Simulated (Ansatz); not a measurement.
The starting structures come from a database of crystals and need not be the phases stable at ambient conditions.

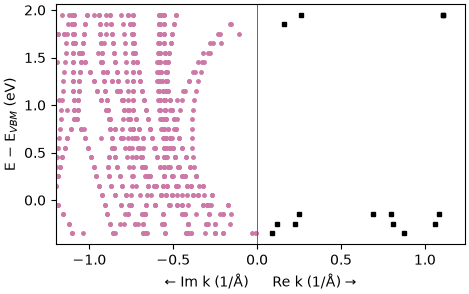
Figure: Complex bands at the centre of the two-dimensional zone; r2SCAN in Ansatz (an electronic-structure program)

The gap is the functional's own. No spin-orbit coupling. Mid-gap values are interpolated on the energy grid.

Problem. This is TcAgO₄ (I4_1/a, not sure to be the ambient phase, 12 atoms a cell, 13.9 Å³ an atom, -3 GPa at this level) along the normal of (100). Read off the slowest decay at the centre of the two-dimensional zone at 0.85 eV, the computed energy nearest the middle of the gap.

Solution. κ ≈ 0.39 1/Å, a decay length 1/(2κ) of the density of 1.3 Å.
